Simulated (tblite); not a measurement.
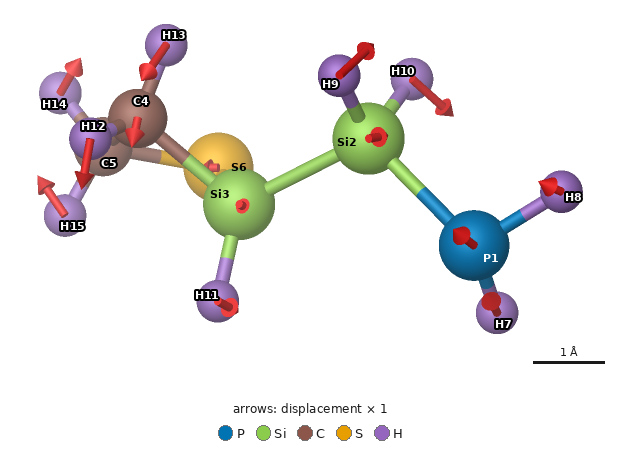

This is a relaxation of C₂H₉PSSi₂. The starting structure is drawn; red arrows show the displacements, at their true length. The two geometries are superimposed by the best rigid fit.

A ball-and-stick model, seen at a tilt.

Level of theory: tblite, GFN2-xTB geometry optimisation, gas phase. 

Q: Describe the change and its energy.

A: After 149 geometry steps the energy has fallen by 97.2 kJ/mol. H9 moves most after the best rigid fit: 1.07 Å. Largest moves by element: H 1.07 Å, P 0.60 Å, Si 0.49 Å, C 0.47 Å, S 0.29 Å. Among the contacts that change: Si2–Si3 2.206 → 2.317 Å, P1–H8 1.467 → 1.378 Å, P1–H7 1.459 → 1.381 Å, Si3–C4 1.873 → 1.915 Å. Among the angles between lasting bonds that change: Si2–P1–H7 111.4° → 95.2°, H7–P1–H8 105.7° → 92.5°, Si2–P1–H8 105.3° → 95.2°. Groups turn about Si2–Si3 by about 40°, C4–C5 by about 30°, C5–S6 by about 25°. The run took 4.9 s on 1 thread of Intel(R) Xeon(R) Processor @ 2.50GHz, on a shared host.
